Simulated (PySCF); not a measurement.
**GeHF: relaxation and vibrations of the singlet**

Aim: relax GeHF as a singlet from a linear start, check by its vibrations whether the end is a minimum, and collect its spectrum and constants.

The runs use PySCF 2.14.0; PBE0, basis Ge def2-TZVP, H def2-TZVP, F def2-TZVP, no relativity, density fitting.

**1. Starting geometry**

3 atoms, charge 0, spin multiplicity 1.

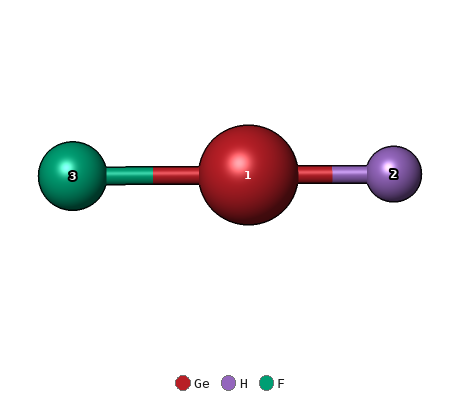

Start geometry, drawn with germanium red, hydrogen purple, fluorine teal; atoms are numbered from 1 in the order of the file.

Coordinates in bohr (charge 0 multiplicity 1):
```
Ge    0.0000    0.0000    0.0000
H     0.0000    0.0000   -2.8913
F     0.0000    0.0000    3.4960
```

**2. The SCF at the typed geometry**

One driver script runs all steps and calls PySCF; scf.py shows how it sets up the SCF of each step. The optimiser is the driver's own. After this first run the driver tries any further starts and a stability analysis.

scf.py reads:

```python
from pyscf import gto, scf, dft
mol = gto.M(atom='''
Ge     0.000000     0.000000     0.000000
H      0.000000     0.000000    -1.530000
F      0.000000     0.000000     1.850000''',
    basis={'Ge': 'def2-TZVP', 'H': 'def2-TZVP', 'F': 'def2-TZVP'},
    charge=0, spin=0)
mf = dft.RKS(mol, xc='PBE0')
mf.grids.atom_grid = (50, 194)
aux = {'Ge': 'def2-universal-JKFIT', 'H': 'def2-universal-JKFIT', 'F': 'def2-universal-JKFIT'}
mf = mf.density_fit(auxbasis=aux)
mf.conv_tol = 1e-08
mf.diis_space = 10
mf.max_cycle = 60
mf.init_guess = 'minao'
mf.verbose = 4
mf.kernel()
```

Command:

```bash
OMP_NUM_THREADS=2 python axn.py task.json out
```

The log of the run:

```text
init E= -2176.36788989756
  HOMO = -0.178468523176143  LUMO = -0.11229246667905  gap/eV = 1.80074
cycle= 1 E= -2176.86544758197  delta_E= -0.498  |g|= 0.959  |ddm|= 2.04
  HOMO = -0.114461706676396  LUMO = -0.0994175458372695  gap/eV = 0.40937
cycle= 2 E= -2174.01783982741  delta_E= 2.85  |g|= 3.71  |ddm|= 2.24
  HOMO = -0.193946876032484  LUMO = -0.126314344164178  gap/eV = 1.84037
cycle= 3 E= -2176.98000683456  delta_E= -2.96  |g|= 0.416  |ddm|= 2.06
  HOMO = -0.188932310567751  LUMO = -0.120282133849958  gap/eV = 1.86807
cycle= 4 E= -2177.000732197  delta_E= -0.0207  |g|= 0.182  |ddm|= 0.464
  HOMO = -0.197695414001778  LUMO = -0.126027282181847  gap/eV = 1.95019
cycle= 5 E= -2177.00403879517  delta_E= -0.00331  |g|= 0.0415  |ddm|= 0.124
  HOMO = -0.19552623053859  LUMO = -0.123623951832337  gap/eV = 1.95656
cycle= 6 E= -2177.00442577845  delta_E= -0.000387  |g|= 0.00812  |ddm|= 0.0402
  HOMO = -0.196022870170211  LUMO = -0.123394143535801  gap/eV = 1.97633
cycle= 7 E= -2177.00443867937  delta_E= -1.29e-05  |g|= 0.00134  |ddm|= 0.00717
  HOMO = -0.196116096905115  LUMO = -0.123488034127825  gap/eV = 1.97631
cycle= 8 E= -2177.00443906691  delta_E= -3.88e-07  |g|= 8.18e-05  |ddm|= 0.00208
  HOMO = -0.196093026707317  LUMO = -0.123477107146073  gap/eV = 1.97598
cycle= 9 E= -2177.00443906871  delta_E= -1.8e-09  |g|= 5.51e-05  |ddm|= 0.000158
  HOMO = -0.196090270570124  LUMO = -0.123479347901178  gap/eV = 1.97584
Extra cycle  E= -2177.00443906665  delta_E= 2.06e-09  |g|= 0.000125  |ddm|= 0.000115
converged SCF energy = -2177.00443906665
```

This step, with its further starts and checks, needed 5.5 s of wall time on 2 threads of Arm Neoverse V1, shared host.

The starts that the driver tried:

```
                      start   energy (Eh)
    the minimal-basis guess  -2177.004439
a thermally smeared density  -2177.004439
      a smeared PBE density  -2177.004439
```

No lower closed-shell solution turned up from the other starts or in the test of internal stability.

**3. Relaxing the singlet from the linear start**

The program finds C∞v symmetry in the start, which this walk keeps. The walk stops when the largest gradient is under 0.0003 Eh/bohr and the energy has settled too.

scf.py, as its differences from that of step 2:

```diff
@@ -3,3 +3,3 @@
-Ge     0.000000     0.000000     0.000000
-H      0.000000     0.000000    -1.530000
-F      0.000000     0.000000     1.850000''',
+Ge     0.000000     0.000000    -0.357777
+H      0.000000     0.000000    -1.887777
+F      0.000000     0.000000     1.492223''',
@@ -15 +14,0 @@
-mf.init_guess = 'minao'
```

Energy and gradient, step by step:

```
step   energy (Eh)  change (kJ/mol)  largest symmetric gradient (Eh/bohr)
   0  -2177.004439             0.00                               0.06917
   1  -2177.018030           -35.68                               0.02612
   2  -2177.020795           -42.94                               0.01285
   3  -2177.021501           -44.80                               0.00527
   4  -2177.021602           -45.06                               0.00119
   5  -2177.021607           -45.07                               0.00019
   6  -2177.021607           -45.07                               0.00004
```

The walk took 6.3 s.

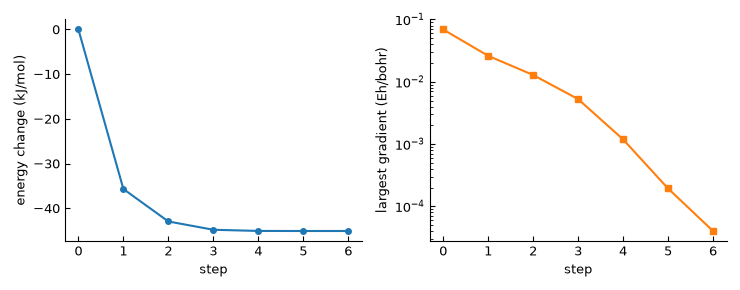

Energy and largest gradient along the walk.

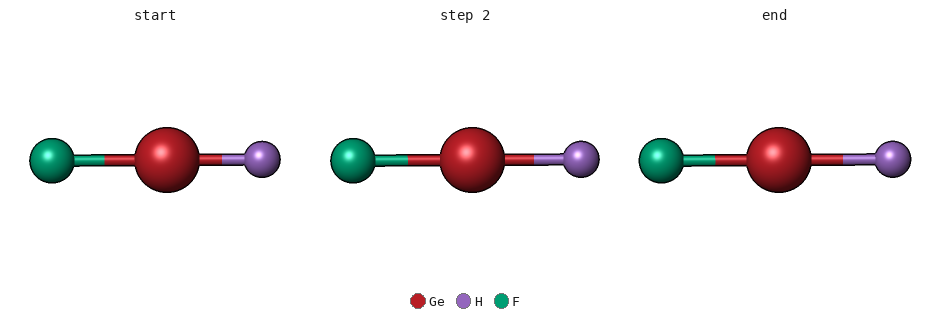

The geometry along the walk, at one scale.

After 6 steps and 45.1 kJ/mol it ends at C∞v: Ge–F 1.890 Å, Ge–H 1.832 Å; F–Ge–H 180.0°.

**4. Is it a minimum? Harmonic modes**

The point is checked on the finer grid, and tightened if its gradient asks for it. The Hessian and the dipole derivatives come from central differences of analytic gradients, with steps of 0.02 bohr.

scf.py, as its differences from that of step 3:

```diff
@@ -3,3 +3,3 @@
-Ge     0.000000     0.000000    -0.357777
-H      0.000000     0.000000    -1.887777
-F      0.000000     0.000000     1.492223''',
+Ge     0.000000    -0.000000    -0.362670
+H      0.000000    -0.000000    -2.194828
+F     -0.000000    -0.000000     1.527200''',
@@ -9 +9 @@
-mf.grids.atom_grid = (50, 194)
+mf.grids.atom_grid = (75, 302)
@@ -12 +12 @@
-mf.conv_tol = 1e-08
+mf.conv_tol = 1e-10
```

This SCF starts from the last density.

SCF at the final geometry:

```text
init E= -2177.02158572249
  HOMO = -0.20906646158992  LUMO = -0.132233073248793  gap/eV = 2.09074
cycle= 1 E= -2177.02158572249  delta_E= 3.18e-12  |g|= 4.21e-06  |ddm|= 4.48e-06
  HOMO = -0.209066526504749  LUMO = -0.132232802516928  gap/eV = 2.09075
Extra cycle  E= -2177.0215857225  delta_E= -9.09e-12  |g|= 5.99e-06  |ddm|= 4.81e-06
converged SCF energy = -2177.0215857225
```

The whole step took 15 s.

Geometry: C∞v; Ge–F 1.890 Å, Ge–H 1.832 Å; F–Ge–H 180.0°.

Harmonic modes (main isotopes):

| symmetry | ω (cm⁻¹) | IR (km/mol) | type |
| --- | --- | --- | --- |
| π | 1261i | 303 | bend |
| σ+ | 452 | 310 | stretch |
| σ+ | 1312 | 1074 | stretch |

2 modes are imaginary, the largest at 1261i cm⁻¹: a saddle point, not a minimum.

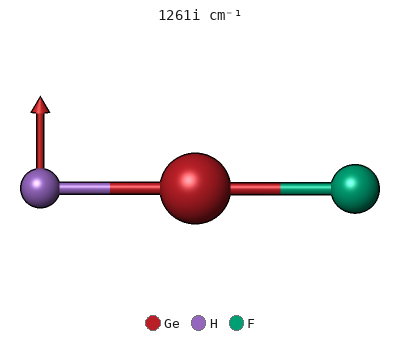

The imaginary mode, as arrows.

Properties at this point:

| Item | Value |
| --- | --- |
| Dipole moment | 0.84 D |
| Highest occupied level | -5.69 eV |
| Lowest empty level | -3.60 eV |
| Rotational constants | 0.2863 cm⁻¹ |
| Zero-point energy (real modes) | 10.6 kJ/mol |
| Principal polarisabilities | 30.6, 30.6, 56.0 bohr³ |
| Atomisation energy without zero-point energy | 497 kJ/mol |
| Principal traceless quadrupole moments about the centre of mass | -15.65, 7.82, 7.82 D Å |

Populations by atom (charges in e):

```json
{"atom": "Ge1", "Mulliken": "0.65", "Löwdin": "0.54", "polar tensor": "0.51", "Mayer order to Ge1": "–"}
{"atom": "H2", "Mulliken": "-0.22", "Löwdin": "-0.22", "polar tensor": "-0.10", "Mayer order to Ge1": "0.84"}
{"atom": "F3", "Mulliken": "-0.43", "Löwdin": "-0.32", "polar tensor": "-0.41", "Mayer order to Ge1": "0.82"}
```

Mulliken populations on Ge1: s 8.04, p 13.00, d 10.29, f 0.03.

**5. Following the imaginary mode**

The atoms are moved a little along the softest imaginary mode and relaxed again.

The program finds Cs symmetry in the start, which this walk keeps.

scf.py, as its differences from that of step 4:

```diff
@@ -3,3 +3,3 @@
-Ge     0.000000    -0.000000    -0.362670
-H      0.000000    -0.000000    -2.194828
-F     -0.000000    -0.000000     1.527200''',
+Ge     0.000033     0.003222    -0.362599
+H     -0.001235    -0.119994    -2.194757
+F     -0.000063    -0.006171     1.527270''',
@@ -9 +9 @@
-mf.grids.atom_grid = (75, 302)
+mf.grids.atom_grid = (50, 194)
@@ -12 +12 @@
-mf.conv_tol = 1e-10
+mf.conv_tol = 1e-08
```

The optimiser's trace:

```
step   energy (Eh)  change (kJ/mol)  largest symmetric gradient (Eh/bohr)
   0  -2177.023233             0.00                               0.02437
   1  -2177.049875           -69.95                               0.04405
   2  -2177.078836          -145.99                               0.05429
   3  -2177.107236          -220.55                               0.03894
   4  -2177.125621          -268.82                               0.05080
   5  -2177.132286          -286.32                               0.02055
   6  -2177.133425          -289.31                               0.00308
   7  -2177.133483          -289.46                               0.00060
   8  -2177.133486          -289.47                               0.00011
   9  -2177.133486          -289.47                               0.00001
```

The walk took 9.4 s.

Positions (Å) and forces (eV/Å) along the way:

```
step 0
Ge   0.000   0.003  -0.363   0.013   1.253   0.053
H   -0.001  -0.120  -2.195  -0.006  -0.634   0.070
F    0.000  -0.006   1.527  -0.006  -0.619  -0.123
step 1
Ge   0.002   0.215  -0.367   0.024   2.265   0.688
H   -0.002  -0.227  -2.178  -0.012  -1.189   0.927
F   -0.001  -0.111   1.515  -0.011  -1.076  -1.615
step 5
Ge   0.008   0.766  -0.412  -0.016  -1.056  -0.031
H   -0.005  -0.464  -1.528   0.006   0.611   0.254
F   -0.004  -0.424   0.909   0.010   0.445  -0.223
step 9
Ge   0.007   0.722  -0.419  -0.002   0.002   0.011
H   -0.004  -0.437  -1.537   0.000   0.016  -0.006
F   -0.004  -0.408   0.926   0.003  -0.018  -0.005
```

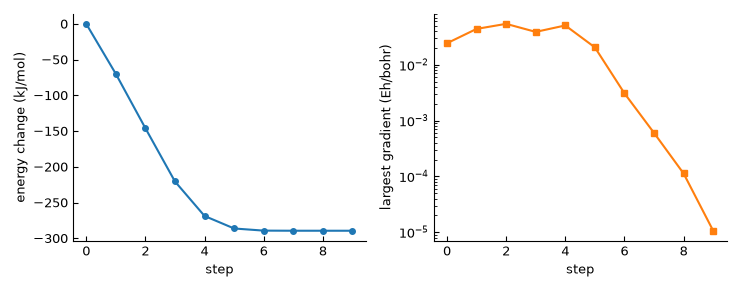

How energy and gradient fall.

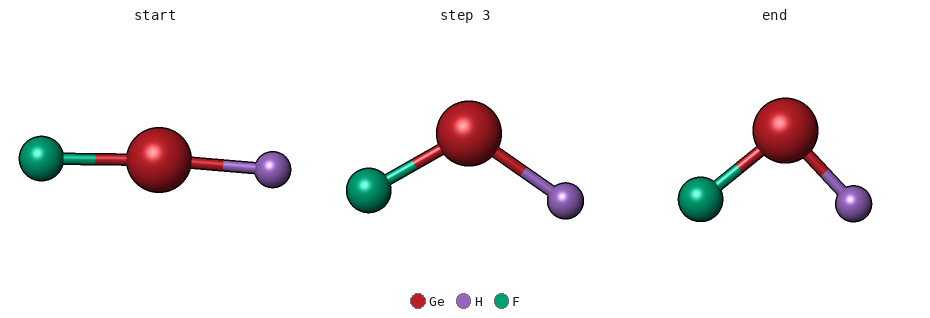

The geometry along the walk, at one scale.

It settles in Cs symmetry, 289.5 kJ/mol below the start, after 9 steps: Ge–F 1.757 Å, Ge–H 1.610 Å; F–Ge–H 93.9°.

**6. Is it a minimum? Harmonic modes**

As before: finer grid, then central differences.

scf.py, as its differences from that of step 5:

```diff
@@ -3,3 +3,3 @@
-Ge     0.000033     0.003222    -0.362599
-H     -0.001235    -0.119994    -2.194757
-F     -0.000063    -0.006171     1.527270''',
+Ge     0.002459     0.238971    -0.260024
+H     -0.009434    -0.916943    -1.380292
+F     -0.009136    -0.888007     1.087378''',
@@ -9 +9 @@
-mf.grids.atom_grid = (50, 194)
+mf.grids.atom_grid = (75, 302)
@@ -12 +12 @@
-mf.conv_tol = 1e-08
+mf.conv_tol = 1e-10
```

Log of the central SCF (cycles and frontier levels):

```text
init E= -2177.13339816101
  HOMO = -0.265568280904766  LUMO = -0.103805163628195  gap/eV = 4.40180
cycle= 1 E= -2177.133398161  delta_E= 9.55e-12  |g|= 5.5e-06  |ddm|= 3.89e-06
  HOMO = -0.265568496012435  LUMO = -0.103805379167582  gap/eV = 4.40180
Extra cycle  E= -2177.13339816102  delta_E= -1.14e-11  |g|= 7.45e-06  |ddm|= 5.23e-06
converged SCF energy = -2177.13339816102
```

The whole step needed 24 s of wall time on 2 threads of Arm Neoverse V1, shared host.

Geometry: Cs; Ge–F 1.757 Å, Ge–H 1.610 Å; F–Ge–H 94.2°.

Modes, for the most abundant isotopes:

| symmetry | ω (cm⁻¹) | IR (km/mol) | type |
| --- | --- | --- | --- |
| a' | 667 | 115 | stretch |
| a' | 767 | 26.4 | bend |
| a' | 1873 | 426 | stretch |

No imaginary mode, so this is a minimum.

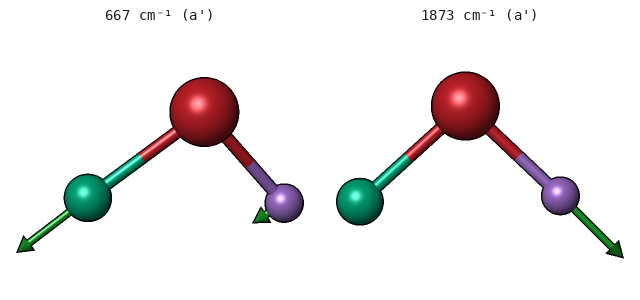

How the atoms move in 2 of the modes.

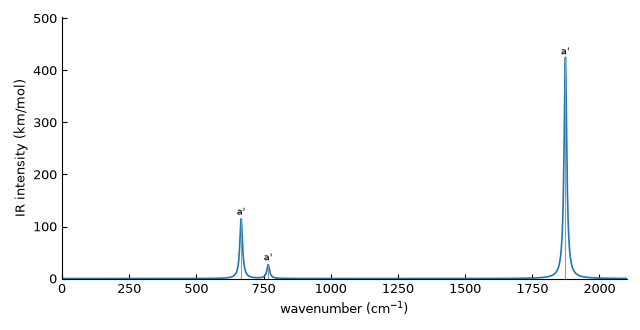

The harmonic infrared spectrum (widths in cm⁻¹). Lines are broadened to a width of 12 cm⁻¹ (Lorentzian).

Constants and moments:

* Dipole moment: 1.87 D
* Highest occupied level: -7.23 eV
* Lowest empty level: -2.82 eV
* Rotational constants: 6.594, 0.3596, 0.341 cm⁻¹
* Zero-point energy: 19.8 kJ/mol
* Principal polarisabilities: 25.7, 29.6, 37.2 bohr³
* Atomisation energy without zero-point energy: 790 kJ/mol
* Principal traceless quadrupole moments about the centre of mass: -3.70, -1.73, 5.43 D Å
* Entropy at 298.15 K and 1 bar: 252.6 J/(mol K)
* Heat capacity Cp at 298.15 K: 40.0 J/(mol K)
* Enthalpy at 298.15 K above 0 K: 10.48 kJ/mol
* Rotational symmetry number: 1

Charges (e) and bond orders:

```csv
atom,Mulliken,Löwdin,polar tensor,Mayer order to Ge1
Ge1,0.42,0.31,0.87,–
H2,-0.05,-0.11,-0.26,0.94
F3,-0.37,-0.20,-0.61,0.95
```

Mulliken populations on Ge1: s 7.88, p 13.49, d 10.17, f 0.04.

**7. Stability of the closed shell**

At the lowest minimum the closed shell is tested against spin polarisation, on the (50, 194) grid. It is stable.

**8. All stationary points**

| spin | group | bonds | imaginary modes (cm⁻¹) | ΔE (kJ/mol) | with zero-point energy |
| --- | --- | --- | --- | --- | --- |
| singlet | Cs | Ge–F 1.757 Å, Ge–H 1.610 Å | none | 0.0 | 0.0 |
| singlet | C∞v | Ge–F 1.890 Å, Ge–H 1.832 Å | 1261i, 1261i | 293.6 | – |

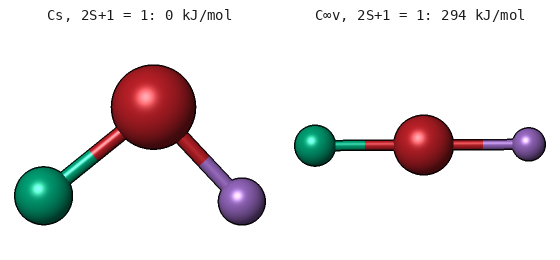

The points, lowest first (germanium red, hydrogen purple, fluorine teal).

**9. Summary of results**

```
                                 quantity                                     value
                                  minimum                               singlet, Cs
                                 geometry  Ge–F 1.757 Å, Ge–H 1.610 Å; F–Ge–H 94.2°
                       wavenumbers (cm⁻¹)             667 (a'), 767 (a'), 1873 (a')
                            dipole moment                                    1.87 D
     highest occupied, lowest empty level                           -7.23, -2.82 eV
               polar-tensor charge of Ge1                                   +0.87 e
                        zero-point energy                               19.8 kJ/mol
                      entropy at 298.15 K                           252.6 J/(mol K)
atomisation energy (no zero-point energy)                                790 kJ/mol
```

**Reading.** From C∞v at the start the molecule goes to a Cs minimum, after a stop at a second-order saddle point 293.6 kJ/mol higher, from which it was pushed off along an imaginary mode. The strongest infrared band lies at 1873 cm⁻¹ (a', stretch). Other starts or spin states, not run here, may lie lower.

The search up to here took 62 s.
